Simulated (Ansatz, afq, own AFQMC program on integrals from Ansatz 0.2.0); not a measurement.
**SiH2Br (doublet): AFQMC on the coupled-cluster ladder at distance Br1–H2 along a hydrogen transfer = 1.652 Å, cc-pVTZ**

Aim: compute SiH2Br (doublet) with auxiliary-field quantum Monte Carlo on the same integrals as coupled cluster, and set the energies side by side.

Program: Ansatz 0.2.0, Gaussian basis, and an in-house AFQMC program (afq) on its integrals; all values are calculated. Level of theory: cc-pVTZ, frozen cores. These are calculated values, not measurements.

To be run: PBE (unrestricted); r2SCAN (unrestricted); PBE0 (unrestricted); B3LYP (unrestricted); CCSD(T) on UHF; wB97M-V (unrestricted); B2PLYP (unrestricted); CCSDT(Q) on UHF; CCSD(T) on UHF; CCSD(T) on UHF; Phaseless AFQMC, CISD trial on UHF; Phaseless AFQMC, single-determinant trial on UHF.

## 1. What is computed

The geometry derives from fragments relaxed apart (PBE0/def2-TZVP) and kept rigid, so it is no stationary point. A hydrogen atom is moved between rigid fragments. No spin-orbit coupling is included. The filled d shell of Br may be among the frozen orbitals whatever the setting's name suggests; the logs give the count.

4 atoms, charge 0, spin multiplicity 2.

Atoms are counted from 1 here; the program's logs count them from 0.

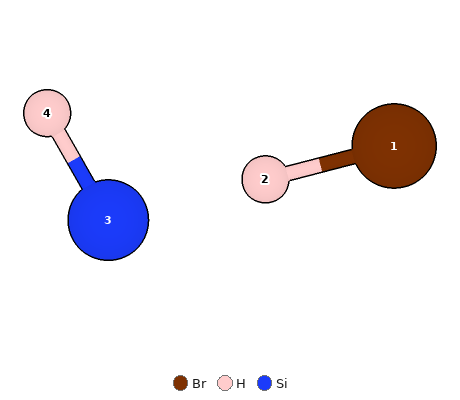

The geometry (bromine brown, hydrogen pink, silicon blue); atoms are numbered from 1 in the order of the file.

## 2. PBE (unrestricted)

The input, in.yaml:

```yaml
crystal:
  periodic: [false, false, false]
  atoms:
    - {symbol: Br, position_ang: [-2.347109, 0.369878, 0.000000]}
    - {symbol: H, position_ang: [-0.695109, 0.369878, 0.000000]}
    - {symbol: Si, position_ang: [1.322891, 0.369878, 0.000000]}
    - {symbol: H, position_ang: [1.719326, -1.109635, 0.000000]}
basis:
  gaussian: {orbitals: cc-pVTZ}
magnetization: {spin_polarized: true, initial_magnetization: 1}
hamiltonian: {xc: {name: PBE}}
output: {orbitals: {seedname: orbitals}}
```

The run is started by

```console
$ ansatz run in.yaml --threads 1 --pin off --events-out ev --progress --plain --max-ram 5632MiB --backend cpu
```

The log of the run:

```text
Functional definition: PBE
  name "PBE"
  cite "Perdew, Burke & Ernzerhof, Phys. Rev. Lett. 77, 3865 (1996) doi:10.1103/PhysRevLett.77.3865"
  parent pbe
  parameter kappa = 0.804
  parameter beta = 0.06672455060314922
  exchange = pbe_x(kappa = kappa, mu = beta*pi^2/3)
  correlation = pbe_c(beta = beta)
769 factors; their error is unknown
mean field evaluation 1: about -77939.6173 eV, gradient 1.1e1 eV
mean field evaluation 2: about -77914.1050 eV, gradient 4.9e1 eV
mean field evaluation 4: about -77940.4976 eV, gradient 2.7e0 eV
mean field evaluation 8: about -77940.5200 eV, gradient 1.3e-1 eV
mean field evaluation 16: about -77940.5201 eV, gradient 5.0e-5 eV
mean field evaluation 32: about -77940.5200 eV, gradient 4.9e-2 eV
mean field evaluation 64: about -77940.1859 eV, gradient 5.7e-1 eV
mean field evaluation 96: about -77934.7277 eV, gradient 7.9e0 eV
mean field -77940.52005502 eV, -2864.2612820401 hartree, gradient 2.1e-6 eV, S^2 0.755074; 10 other end points of the search recorded, 0 dependent functions left out
reference -77940.52008691 eV, -2864.2612832119 hartree; 26, 25 occupied and 79, 80 virtual orbitals, 769 factors
Total energy: -77940.52008691 eV, -2864.2612832119 hartree
```

Run time: 13 s. Hardware: 1 thread of AMD EPYC 7R13 (Zen 3), shared host; peak memory 1.5 GiB.

From the report: ⟨S²⟩ of the determinant 0.755 (pure doublet: 0.75).

## 3. r2SCAN (unrestricted)

Changes to in.yaml since step 2:

```diff
@@ -10,3 +10,2 @@
 magnetization: {spin_polarized: true, initial_magnetization: 1}
-hamiltonian: {xc: {name: PBE}}
-output: {orbitals: {seedname: orbitals}}
+hamiltonian: {xc: {name: r2SCAN}}
```

Same command.

The log of the run (excerpt; [...] marks lines left out):

```text
Functional definition: r2SCAN
  name "r2SCAN"
  cite "Furness, Kaplan, Ning, Perdew & Sun, J. Phys. Chem. Lett. 11, 8208 (2020) doi:10.1021/acs.jpclett.0c02405"
  cite "Furness, Kaplan, Ning, Perdew & Sun, J. Phys. Chem. Lett. 11, 9248 (2020) doi:10.1021/acs.jpclett.0c03077"
  parent r2scan
[...]
769 factors; their error is unknown
[...]
mean field -77953.84965078 eV, -2864.7511356491 hartree, gradient 2.0e-6 eV, S^2 0.760837; 5 other end points of the search recorded, 0 dependent functions left out
reference -77953.84966202 eV, -2864.7511360622 hartree; 26, 25 occupied and 79, 80 virtual orbitals, 769 factors
Total energy: -77953.84966202 eV, -2864.7511360622 hartree
```

Run time: 17 s. Hardware: 1 thread of AMD EPYC 7R13 (Zen 3), shared host; peak memory 1.5 GiB.

From the report: ⟨S²⟩ of the determinant 0.761 (pure doublet: 0.75).

## 4. PBE0 (unrestricted)

Changes to in.yaml since step 3:

```diff
@@ -10,2 +10,3 @@
 magnetization: {spin_polarized: true, initial_magnetization: 1}
-hamiltonian: {xc: {name: r2SCAN}}
+hamiltonian: {xc: {name: PBE0}}
+output: {orbitals: {seedname: orbitals}}
```

Same command.

The log of the run:

```text
Functional definition: PBE0
  name "PBE0"
  cite "Adamo & Barone, J. Chem. Phys. 110, 6158 (1999) doi:10.1063/1.478522"
  cite "Perdew, Burke & Ernzerhof, Phys. Rev. Lett. 77, 3865 (1996) doi:10.1103/PhysRevLett.77.3865"
  parent pbe
  parameter a = 0.25
  parameter kappa = 0.804
  parameter beta = 0.06672455060314922
  exchange = (1 - a)*pbe_x(kappa = kappa, mu = beta*pi^2/3) + a*exact_x
  correlation = pbe_c(beta = beta)
817 factors; their error is unknown
mean field evaluation 1: about -77942.5663 eV, gradient 8.9e0 eV
mean field evaluation 2: about -77942.4877 eV, gradient 1.1e1 eV
mean field evaluation 4: about -77943.3359 eV, gradient 5.7e-1 eV
mean field evaluation 8: about -77943.5971 eV, gradient 3.6e-2 eV
mean field evaluation 16: about -77943.5971 eV, gradient 7.7e-5 eV
mean field -77943.59713811 eV, -2864.3743627577 hartree, gradient 1.1e-5 eV, S^2 0.760393; 2 other end points of the search recorded, 0 dependent functions left out
reference -77943.59716233 eV, -2864.3743636480 hartree; 26, 25 occupied and 79, 80 virtual orbitals, 817 factors
Total energy: -77943.59716233 eV, -2864.3743636480 hartree
```

It took 5 s on 1 thread of AMD EPYC 7R13 (Zen 3), shared host; peak memory 1.5 GiB.

From the report: ⟨S²⟩ of the determinant 0.760 (pure doublet: 0.75).

## 5. B3LYP (unrestricted)

Changes to in.yaml since step 4:

```diff
@@ -10,3 +10,2 @@
 magnetization: {spin_polarized: true, initial_magnetization: 1}
-hamiltonian: {xc: {name: PBE0}}
-output: {orbitals: {seedname: orbitals}}
+hamiltonian: {xc: {name: B3LYP}}
```

The command is unchanged.

The log of the run (excerpt; [...] marks lines left out):

```text
Functional definition: B3LYP
  name "B3LYP"
  cite "Stephens, Devlin, Chabalowski & Frisch, J. Phys. Chem. 98, 11623 (1994) doi:10.1021/j100096a001"
  cite "Becke, Phys. Rev. A 38, 3098 (1988) doi:10.1103/PhysRevA.38.3098"
  cite "Lee, Yang & Parr, Phys. Rev. B 37, 785 (1988) doi:10.1103/PhysRevB.37.785"
  cite "Vosko, Wilk & Nusair, Can. J. Phys. 58, 1200 (1980) doi:10.1139/p80-159"
[...]
808 factors; their error is unknown
[...]
mean field -77956.64316036 eV, -2864.8537952326 hartree, gradient 8.4e-6 eV, S^2 0.757178; 2 other end points of the search recorded, 0 dependent functions left out
reference -77956.64337650 eV, -2864.8538031755 hartree; 26, 25 occupied and 79, 80 virtual orbitals, 808 factors
Total energy: -77956.64337650 eV, -2864.8538031755 hartree
```

It took 4 s on 1 thread of AMD EPYC 7R13 (Zen 3), shared host; peak memory 1.5 GiB.

From the report: ⟨S²⟩ of the determinant 0.757 (pure doublet: 0.75).

## 6. CCSD(T) on UHF

Changes to in.yaml since step 5:

```diff
@@ -10,2 +10,2 @@
 magnetization: {spin_polarized: true, initial_magnetization: 1}
-hamiltonian: {xc: {name: B3LYP}}
+correlation: {method: ccsd_t, electrons: outside_noble_gas, hamiltonian_folder: ham}
```

The run is started by

```console
$ ansatz run in.yaml --threads 1 --pin off --events-out ev --progress --plain --max-ram 16896MiB --backend cuda --devices 0, --max-vram 18GiB
```

The log of the run (excerpt; [...] marks lines left out):

```text
Functional definition: HF
  name "HF"
  cite "Fock, Z. Phys. 61, 126 (1930) doi:10.1007/BF01340294"
  parent pbe
[...]
637 factors; integrals over basis functions are off by at most 1.2e-3 eV
[...]
mean field -77891.76551733 eV, -2862.4695858269 hartree, gradient 4.3e-6 eV, S^2 0.854384; 19 other end points of the search recorded, 0 dependent functions left out
determinant -77891.76551733 eV, -2862.4695858269 hartree, with singles and doubles -77900.16207865 eV, -2862.7781537642 hartree
determinant -77891.76404997 eV, -2862.4695319026 hartree, with singles and doubles -77900.17754528 eV, -2862.7787221521 hartree
determinant -77891.43349726 eV, -2862.4573843146 hartree, with singles and doubles -77899.75120931 eV, -2862.7630545944 hartree
determinant -77891.42043715 eV, -2862.4569043641 hartree, with singles and doubles -77899.83488066 eV, -2862.7661294596 hartree
[...]
determinant -77891.76404997 eV, -2862.4695319026 hartree, with singles and doubles -77900.08108377 eV, -2862.7751772571 hartree
determinant -77891.43349726 eV, -2862.4573843146 hartree, with singles and doubles -77899.70273388 eV, -2862.7612731552 hartree
determinant -77891.42043715 eV, -2862.4569043641 hartree, with singles and doubles -77899.70908527 eV, -2862.7615065644 hartree
determinant -77891.32023130 eV, -2862.4532218673 hartree, with singles and doubles -77899.72456130 eV, -2862.7620752981 hartree
19 core orbitals not correlated: weight in the atoms' cores, before any rotation towards them, 1.000 or more for the frozen orbitals, at most 0.000 for the correlated occupied ones
reference -77891.76404997 eV, -2862.4695319026 hartree; 7, 6 occupied and 79, 80 virtual orbitals, 637 factors
second order -7.18970270 eV of doubles, -0.00000000 eV of singles
cycle   1  -8.31703470 eV  change   -9.0e-7 eV  update   3.8e-6
perturbative correction -0.31383849 eV, -0.0115333518 hartree
Total energy: -77900.39492316 eV, -2862.7867106419 hartree
```

It took 47 s on 1 × NVIDIA H100 80GB HBM3 with 1 thread of AMD EPYC 7R13 (Zen 3), shared host; peak host memory 1.5 GiB.

From the report: ⟨S²⟩ of the determinant 0.802 (pure doublet: 0.75); correlation -8.6309 eV; T1 0.018; largest double amplitude 0.07.

This run also writes the integrals to the folder ham.

## 7. wB97M-V (unrestricted)

Changes to in.yaml since step 6:

```diff
@@ -10,2 +10,3 @@
 magnetization: {spin_polarized: true, initial_magnetization: 1}
-correlation: {method: ccsd_t, electrons: outside_noble_gas, hamiltonian_folder: ham}
+hamiltonian: {xc: {name: wB97M-V}}
+output: {orbitals: {seedname: orbitals}}
```

The run is started by

```console
$ ansatz run in.yaml --threads 1 --pin off --events-out ev --progress --plain --max-ram 5632MiB --backend cpu
```

The log of the run (excerpt; [...] marks lines left out):

```text
Functional definition: wB97M-V
  name "wB97M-V"
  cite "Mardirossian & Head-Gordon, J. Chem. Phys. 144, 214110 (2016) doi:10.1063/1.4952647"
  cite "Becke, J. Chem. Phys. 107, 8554 (1997) doi:10.1063/1.475007"
  cite "Vydrov & Van Voorhis, J. Chem. Phys. 133, 244103 (2010) doi:10.1063/1.3521275"
  # Of w^i u^j: cxij and so on, Table III.
[...]
  gx(w, u) = 1 - cx + cx01*u + cx10*w
  gss(w, u) = css00 + css04*u^4 + css10*w + css20*w^2 + css43*w^4*u^3
  gos(w, u) = cos00 + cos10*w + (cos20 + cos21*u)*w^2 + (cos60 + cos61*u)*w^6
[...]
      + integral(e_c_pw_mod_opposite_spin*gos(b97_w_opposite, b97_u_opposite)) + vv10(b, c)
800 factors; their error is unknown
145 factors; integrals over basis functions are off by at most 4.3e-5 eV
[...]
mean field -77950.31388313 eV, -2864.6211985845 hartree, gradient 2.2e-5 eV, S^2 0.756903; 1 other end points of the search recorded, 0 dependent functions left out
reference -77950.31392000 eV, -2864.6211999396 hartree; 26, 25 occupied and 79, 80 virtual orbitals, 800 factors
Total energy: -77950.31392000 eV, -2864.6211999396 hartree
```

Run time: 25 s. Hardware: 1 thread of AMD EPYC 7R13 (Zen 3), shared host; peak memory 1.5 GiB.

From the report: ⟨S²⟩ of the determinant 0.757 (pure doublet: 0.75).

## 8. B2PLYP (unrestricted)

Changes to in.yaml since step 7:

```diff
@@ -10,3 +10,3 @@
 magnetization: {spin_polarized: true, initial_magnetization: 1}
-hamiltonian: {xc: {name: wB97M-V}}
-output: {orbitals: {seedname: orbitals}}
+hamiltonian: {xc: {name: B2PLYP}}
+correlation: {electrons: outside_noble_gas}
```

Same command.

The log of the run (excerpt; [...] marks lines left out):

```text
Functional definition: B2PLYP
  name "B2PLYP"
  cite "Grimme, J. Chem. Phys. 124, 034108 (2006) doi:10.1063/1.2148954"
  cite "Becke, Phys. Rev. A 38, 3098 (1988) doi:10.1103/PhysRevA.38.3098"
  cite "Lee, Yang & Parr, Phys. Rev. B 37, 785 (1988) doi:10.1103/PhysRevB.37.785"
[...]
637 factors; integrals over basis functions are off by at most 1.2e-3 eV
[...]
mean field -77937.93591067 eV, -2864.1663164869 hartree, gradient 7.9e-6 eV, S^2 0.769205; 4 other end points of the search recorded, 0 dependent functions left out
19 core orbitals not correlated: weight in the atoms' cores, before any rotation towards them, 1.000 or more for the frozen orbitals, at most 0.000 for the correlated occupied ones
reference -77937.93604884 eV, -2864.1663215644 hartree; 7, 6 occupied and 79, 80 virtual orbitals, 637 factors
second order -8.93859969 eV of doubles, -0.00000000 eV of singles
Total energy: -77940.34947076 eV, -2864.2550131840 hartree
```

It took 9 s on 1 thread of AMD EPYC 7R13 (Zen 3), shared host; peak memory 1.5 GiB.

From the report: ⟨S²⟩ of the determinant 0.769 (pure doublet: 0.75).

## 9. CCSDT(Q) on UHF

Changes to in.yaml since step 8:

```diff
@@ -10,3 +10,2 @@
 magnetization: {spin_polarized: true, initial_magnetization: 1}
-hamiltonian: {xc: {name: B2PLYP}}
-correlation: {electrons: outside_noble_gas}
+correlation: {method: ccsdt_q, electrons: outside_noble_gas}
```

The run is started by

```console
$ ansatz run in.yaml --threads 1 --pin off --events-out ev --progress --plain --max-ram 16896MiB --backend cuda --devices 0, --max-vram 18GiB
```

The log of the run (excerpt; [...] marks lines left out):

```text
Functional definition: HF
  name "HF"
  cite "Fock, Z. Phys. 61, 126 (1930) doi:10.1007/BF01340294"
  parent pbe
[...]
1217 factors; integrals over basis functions are off by at most 2.3e-7 eV
[...]
mean field -77891.76555209 eV, -2862.4695871044 hartree, gradient 2.5e-6 eV, S^2 0.854390; 19 other end points of the search recorded, 0 dependent functions left out
determinant -77891.76555209 eV, -2862.4695871044 hartree, with singles and doubles -77900.16213572 eV, -2862.7781558613 hartree
determinant -77891.76408448 eV, -2862.4695331707 hartree, with singles and doubles -77900.17760494 eV, -2862.7787243446 hartree
determinant -77891.43354119 eV, -2862.4573859289 hartree, with singles and doubles -77899.75127817 eV, -2862.7630571247 hartree
determinant -77891.42048018 eV, -2862.4569059456 hartree, with singles and doubles -77899.83495149 eV, -2862.7661320625 hartree
[...]
determinant -77891.43354119 eV, -2862.4573859289 hartree, with singles and doubles -77899.70276998 eV, -2862.7612744816 hartree
determinant -77891.42048018 eV, -2862.4569059456 hartree, with singles and doubles -77899.70912080 eV, -2862.7615078700 hartree
determinant -77891.32027756 eV, -2862.4532235674 hartree, with singles and doubles -77899.72460019 eV, -2862.7620767271 hartree
19 core orbitals not correlated: weight in the atoms' cores, before any rotation towards them, 1.000 or more for the frozen orbitals, at most 0.000 for the correlated occupied ones
reference -77891.76408448 eV, -2862.4695331707 hartree; 7, 6 occupied and 79, 80 virtual orbitals, 1217 factors
second order -7.18974186 eV of doubles, -0.00000000 eV of singles
cycle   1  -7.94943561 eV  change   -7.6e-1 eV  update   9.1e-2
[...]
cycle  20  -8.66959659 eV  change   -4.5e-8 eV  update   1.2e-6
perturbative correction -0.01499293 eV, -0.0005509799 hartree
Total energy: -77900.44867400 eV, -2862.7886859487 hartree
```

Run time: 95 s. Hardware: 1 × NVIDIA H100 80GB HBM3 with 1 thread of AMD EPYC 7R13 (Zen 3), shared host; peak host memory 1.5 GiB.

From the report: ⟨S²⟩ of the determinant 0.802 (pure doublet: 0.75); correlation -8.6846 eV; T1 0.019; largest double amplitude 0.07.

## 10. CCSD(T) on UHF

Changes to in.yaml since step 9:

```diff
@@ -8,4 +8,4 @@
 basis:
-  gaussian: {orbitals: cc-pVTZ}
+  gaussian: {orbitals: def2-TZVPP}
 magnetization: {spin_polarized: true, initial_magnetization: 1}
-correlation: {method: ccsdt_q, electrons: outside_noble_gas}
+correlation: {method: ccsd_t, electrons: outside_noble_gas}
```

Same command.

The log of the run (excerpt; [...] marks lines left out):

```text
Functional definition: HF
  name "HF"
  cite "Fock, Z. Phys. 61, 126 (1930) doi:10.1007/BF01340294"
  parent pbe
[...]
725 factors; integrals over basis functions are off by at most 9.3e-4 eV
[...]
mean field -77890.36469522 eV, -2862.4181065640 hartree, gradient 9.6e-6 eV, S^2 0.860389; 16 other end points of the search recorded, 0 dependent functions left out
determinant -77890.36469522 eV, -2862.4181065640 hartree, with singles and doubles -77898.79818093 eV, -2862.7280314473 hartree
determinant -77890.36290643 eV, -2862.4180408271 hartree, with singles and doubles -77898.81522022 eV, -2862.7286576295 hartree
determinant -77890.03442189 eV, -2862.4059692428 hartree, with singles and doubles -77898.38629588 eV, -2862.7128949509 hartree
determinant -77890.02067645 eV, -2862.4054641075 hartree, with singles and doubles -77898.47137182 eV, -2862.7160214341 hartree
[...]
determinant -77890.36290643 eV, -2862.4180408271 hartree, with singles and doubles -77898.71406139 eV, -2862.7249401111 hartree
determinant -77890.03442189 eV, -2862.4059692428 hartree, with singles and doubles -77898.33422427 eV, -2862.7109813545 hartree
determinant -77890.02067645 eV, -2862.4054641075 hartree, with singles and doubles -77898.34033079 eV, -2862.7112057651 hartree
determinant -77889.91894054 eV, -2862.4017253814 hartree, with singles and doubles -77898.35691535 eV, -2862.7118152365 hartree
19 core orbitals not correlated: weight in the atoms' cores, before any rotation towards them, 1.000 or more for the frozen orbitals, at most 0.000 for the correlated occupied ones
reference -77890.36290643 eV, -2862.4180408271 hartree; 7, 6 occupied and 92, 93 virtual orbitals, 725 factors
second order -7.22629236 eV of doubles, -0.00000000 eV of singles
cycle   1  -8.35115579 eV  change   -8.4e-7 eV  update   4.2e-6
perturbative correction -0.32058934 eV, -0.0117814411 hartree
Total energy: -77899.03465156 eV, -2862.7367215829 hartree
```

It took 36 s on 1 × NVIDIA H100 80GB HBM3 with 1 thread of AMD EPYC 7R13 (Zen 3), shared host; peak host memory 1.5 GiB.

From the report: ⟨S²⟩ of the determinant 0.803 (pure doublet: 0.75); correlation -8.6717 eV; T1 0.018; largest double amplitude 0.07.

## 11. CCSD(T) on UHF

Changes to in.yaml since step 10:

```diff
@@ -8,3 +8,3 @@
 basis:
-  gaussian: {orbitals: def2-TZVPP}
+  gaussian: {orbitals: "def2-QZVPP.json"}
 magnetization: {spin_polarized: true, initial_magnetization: 1}
```

The command is unchanged.

The log of the run (excerpt; [...] marks lines left out):

```text
Functional definition: HF
  name "HF"
  cite "Fock, Z. Phys. 61, 126 (1930) doi:10.1007/BF01340294"
  parent pbe
[...]
1358 factors; integrals over basis functions are off by at most 1.3e-3 eV
[...]
mean field -77891.94555775 eV, -2862.4762021904 hartree, gradient 8.6e-6 eV, S^2 0.866613; 19 other end points of the search recorded, 0 dependent functions left out
determinant -77891.94555775 eV, -2862.4762021904 hartree, with singles and doubles -77901.06537078 eV, -2862.8113491374 hartree
determinant -77891.94340343 eV, -2862.4761230205 hartree, with singles and doubles -77901.08462494 eV, -2862.8120567150 hartree
determinant -77891.61259515 eV, -2862.4639660404 hartree, with singles and doubles -77900.63461499 eV, -2862.7955191542 hartree
determinant -77891.59861570 eV, -2862.4634523050 hartree, with singles and doubles -77900.72504321 eV, -2862.7988423299 hartree
[...]
determinant -77891.94340343 eV, -2862.4761230205 hartree, with singles and doubles -77900.88646425 eV, -2862.8047744439 hartree
determinant -77891.61259515 eV, -2862.4639660404 hartree, with singles and doubles -77900.48560866 eV, -2862.7900432728 hartree
determinant -77891.59861570 eV, -2862.4634523050 hartree, with singles and doubles -77900.49163070 eV, -2862.7902645787 hartree
determinant -77891.49597578 eV, -2862.4596803578 hartree, with singles and doubles -77900.50946097 eV, -2862.7909198288 hartree
19 core orbitals not correlated: weight in the atoms' cores, before any rotation towards them, 1.000 or more for the frozen orbitals, at most 0.000 for the correlated occupied ones
reference -77891.94340343 eV, -2862.4761230205 hartree; 7, 6 occupied and 193, 194 virtual orbitals, 1358 factors
second order -7.90153791 eV of doubles, -0.00000000 eV of singles
cycle   1  -8.94306206 eV  change   -1.2e-6 eV  update   4.0e-6
perturbative correction -0.37437713 eV, -0.0137581059 hartree
Total energy: -77901.26084262 eV, -2862.8185325952 hartree
```

Wall time 88 s (1 × NVIDIA H100 80GB HBM3 with 1 thread of AMD EPYC 7R13 (Zen 3), shared host); peak host memory 1.5 GiB.

From the report: ⟨S²⟩ of the determinant 0.803 (pure doublet: 0.75); correlation -9.3174 eV; T1 0.018; largest double amplitude 0.06.

[end of part 1 of 2]
